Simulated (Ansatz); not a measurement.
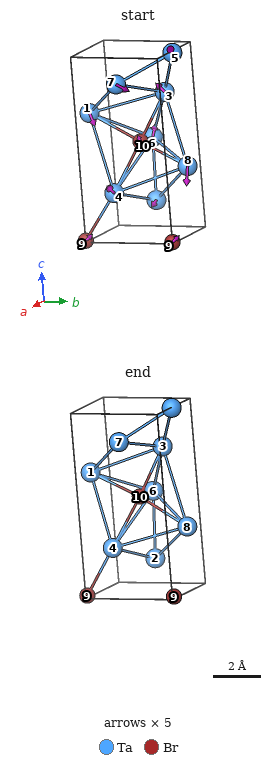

The structure of crystalline Ta4Br (a generated structure, set up in P1) (coarse preliminary run) before (top) and after (bottom) a relaxation, at one scale. The purple arrows give the displacements (the part carried along by the change of the cell is left out), 5 times their true length.

A ball-and-stick model of the cell of the calculation, seen slightly off an axis.

These are results of Ansatz 0.2.0, DFT PBE, scalar-relativistic, plane waves, PAW, not measurements.

Input
```yaml
crystal:
  lattice:
    - [4.9595832435, 0.0491333882, 0.0147451388]
    - [2.4666544428, -2.5344378454, 3.9162327828]
    - [2.3946620243, -7.5076466735, -3.8080847407]
  atoms:
    - { symbol: Ta, position: [0.6370389099, 0.02193475, 0.6652339013] }
    - { symbol: Ta, position: [0.1714349994, 0.5271299917, 0.1568211956] }
    - { symbol: Ta, position: [0.2537645306, 0.7582320256, 0.7503968314] }
    - { symbol: Ta, position: [0.7699024818, 0.2839061851, 0.2470259517] }
    - { symbol: Ta, position: [0.4841896534, -0.023797918, -0.0153808465] }
    - { symbol: Ta, position: [1.0206601373, 0.486235049, 0.4836668488] }
    - { symbol: Ta, position: [0.8683496541, 0.4472010988, 0.8447169389] }
    - { symbol: Ta, position: [0.3256520494, 0.9809570189, 0.3580568781] }
    - { symbol: Br, position: [0.9901210549, -0.0028988055, 1.0081767585] }
    - { symbol: Br, position: [0.4788865291, 0.5211006044, 0.5012855423] }
basis:
  ecutwfc: 420
kpoints:
  mp_grid: { grid: [6, 6, 6] }
hamiltonian:
  xc: pbe
scf:
  occupations: { method: gaussian, width: 0.2 }
  lower_state_search: "off"
output:
  forces: true
  stress: true
  eigenvalues: true
relax:
  adjacent_minimum: "off"
  f_tol: 0.025
  max_steps: 60
  cell: { stress_tol: 0.25 }
```

Run as
```bash
ansatz run input.yaml --threads 1 --pin off --max-ram 2560MiB --backend cpu --events-out ev --progress --plain --runs-dir out
```

### What changed between the two?

The run was cut off at its time limit before the relaxation converged, so the last structure is only a point on the way. Over 1 geometry step the energy falls by 0.657 eV per cell of the calculation. Largest force component: 2.7 eV/Å at the start, 1.1 eV/Å at the end. Pressure: 4.06 GPa at the start and −0.01 GPa at the end. Ta8 moves most relative to the cell: 0.20 Å roughly along [3 0 −2]. By element the largest moves are Ta 0.20 Å, Br 0.09 Å. Cell: a 4.960 → 5.015 Å (+1.1 %), b 5.277 → 5.315 Å (+0.7 %), c 8.752 → 8.793 Å (+0.5 %), α 77.5° → 76.7°, β 74.7° → 73.7°, γ 62.3° → 61.6°. Volume +1.1 %. Among the contacts that change: Ta3–Ta8 3.360 → 3.621 Å, Ta5–Ta7 3.256 → 3.509 Å, Ta4–Ta8 3.135 → 2.883 Å, Ta5–Ta8 3.156 → 2.923 Å. Among the angles between lasting bonds that change: Ta2–Br9–Ta3 89.0° → 81.8°, Ta3–Br10–Ta8 88.1° → 93.5°, Ta4–Br9–Ta7 87.0° → 91.9°. The space group stays P1 (No. 1). Cost: 5.4 min on 1 thread of Arm Neoverse V2 (shared host), peak memory 1.2 GiB.
